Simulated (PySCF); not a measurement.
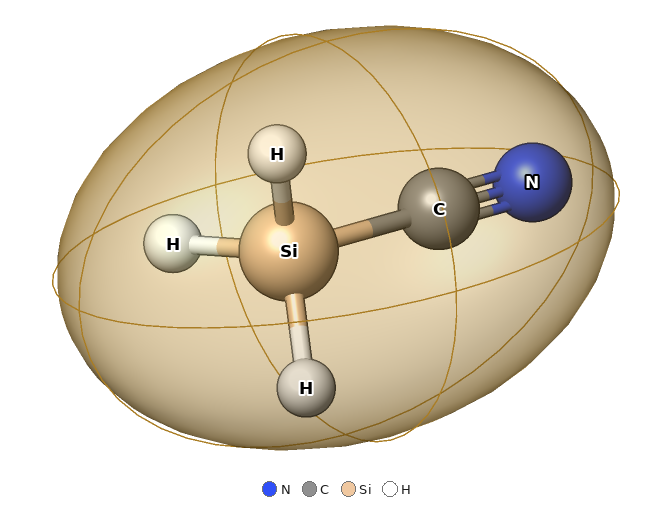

The ellipsoid shows the static dipole polarisability: its half-axes are proportional to the principal values. Computed geometry: PBE0-D3(BJ)/def2-SVP optimisation. No frequency run is at hand to confirm it as a minimum. Computed with LDA/def2-SVPD (PySCF 2.14.0).

Give the principal values, the mean and the anisotropy.

Principal values 39.0, 39.0, 58.5 bohr³; mean 45.5 bohr³ (6.74 Å³); anisotropy 19.5 bohr³, so the longest axis is 1.50 times the shortest.
